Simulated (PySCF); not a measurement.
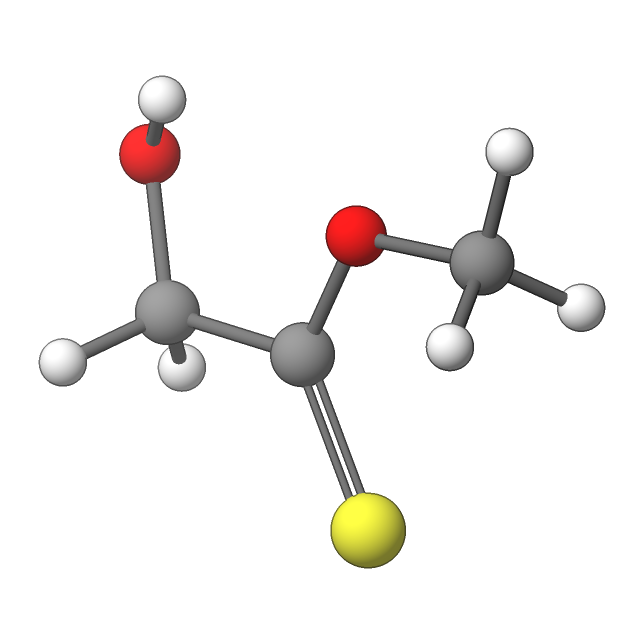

Ball-and-stick drawing of a structure. Double and triple bonds are drawn as two and three sticks. Colours: carbon grey, oxygen red, sulfur yellow, hydrogen white.

The computed structure is the end point of a GFN2-xTB optimisation. No frequency run is at hand to confirm it as a minimum.

Identify the structure.

It has 12 atoms: 3 carbon, 6 hydrogen, 2 oxygen and 1 sulfur (C₃H₆O₂S). Its SMILES string is `COC(=S)CO`. It has no ring. Among its groups: alcohol. Coordination: 2 C tetrahedral; 2 O bent; 1 C trigonal planar.

The parts below concern this one geometry. Atoms keep their numbers from picture to picture.

Shape

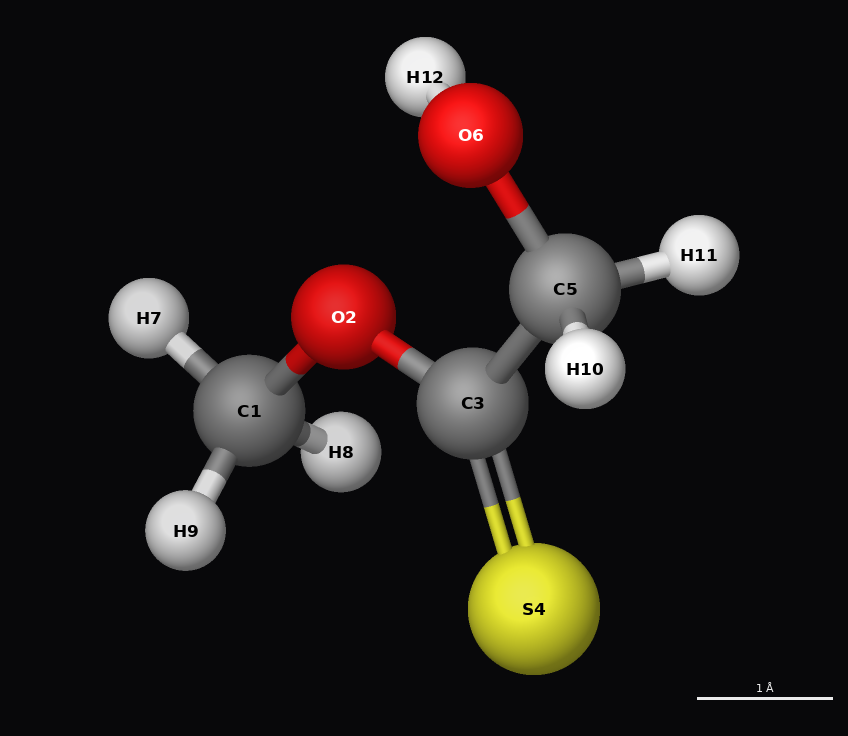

The atoms are numbered. No frequency run is at hand to confirm it as a minimum.

Which atoms are bonded, and how long are the bonds?

```csv
bond,length (Å),order
C1–O2,1.415,single
C1–H7,1.087,single
C1–H8,1.093,single
C1–H9,1.093,single
O2–C3,1.325,single
C3–S4,1.627,double
C3–C5,1.509,single
C5–O6,1.396,single
C5–H10,1.093,single
C5–H11,1.105,single
O6–H12,0.965,single
```

Excitation

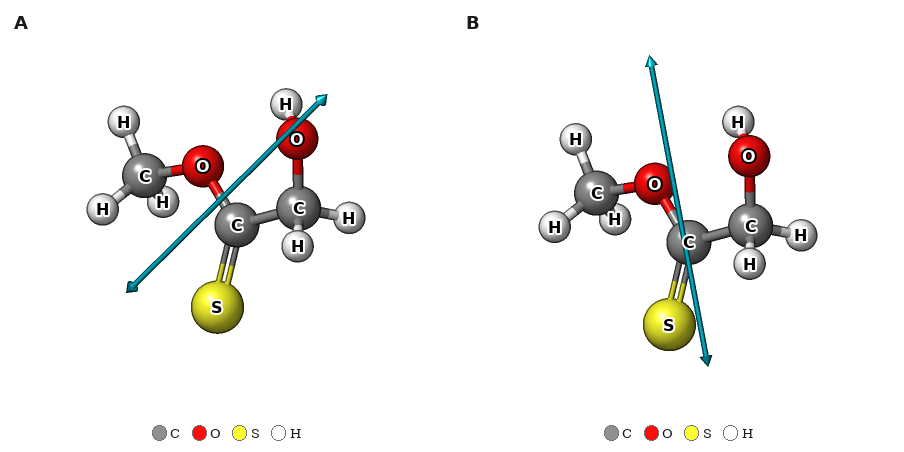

The double arrows show the directions of two transition dipoles from the ground state (lengths mean nothing). No frequency run is at hand to confirm it as a minimum. Method: TDDFT PBE0/def2-SVPD, vertical, gas phase, core orbitals frozen in the response (PySCF 2.14.0).

> One belongs to singlet state 3 and one to singlet state 5. Which is which?

A: state 5, 6.57 eV (189 nm), oscillator strength 0.054, mainly HOMO → LUMO+2 (weight 0.92).
B: state 3, 5.90 eV (210 nm), oscillator strength 0.017, mainly HOMO−2 → LUMO (weight 0.71).

NMR shielding

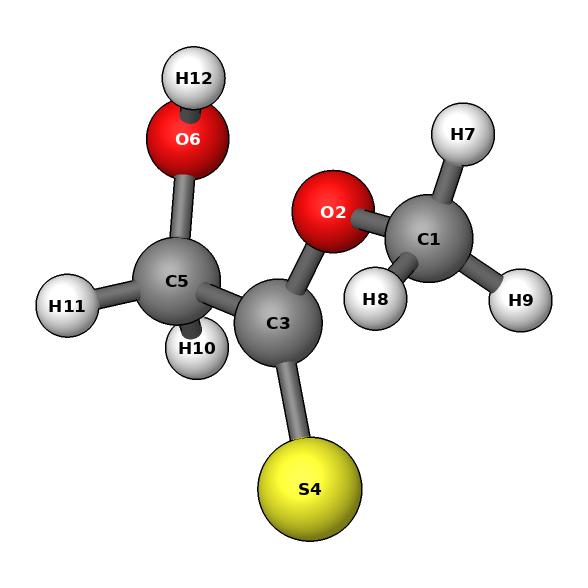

No frequency run is at hand to confirm it as a minimum. Level of theory: GIAO PBE0/pcSseg-1 NMR shielding, non-relativistic, gas phase (PySCF 2.14.0). Principal shieldings σ11 ≤ σ22 ≤ σ33, span Ω = σ33 − σ11, skew κ = 3(σiso − σ22)/Ω.

Give the shielding tensors of the S atoms.

```
atom     σ11    σ22    σ33   σiso       Ω     κ
  S4  −368.5  −11.6  734.6  118.2  1103.1  0.35
```

Shieldings and span in ppm.

Quadrupole coupling

No frequency run is at hand to confirm it as a minimum. Electric field gradients from the ground-state density, PBE0/pcSseg-1 (PySCF 2.14.0), non-relativistic apart from any core potentials.

Give the largest field-gradient component, the quadrupole coupling constant and the asymmetry for 17O at O2 (Q = −25.6 mb), 33S at S4 (Q = −67.81 mb), 17O at O6 (Q = −25.6 mb), 2H at H7 (Q = 2.86 mb), 2H at H8 (Q = 2.86 mb).

```csv
atom,V_zz (a.u.),e²qQ/h (MHz),η
O2,1.664,−10.01,0.28
S4,−2.420,38.6,0.29
O6,−1.998,12.02,0.91
H7,0.306,0.205,0.08
H8,0.292,0.196,0.11
```
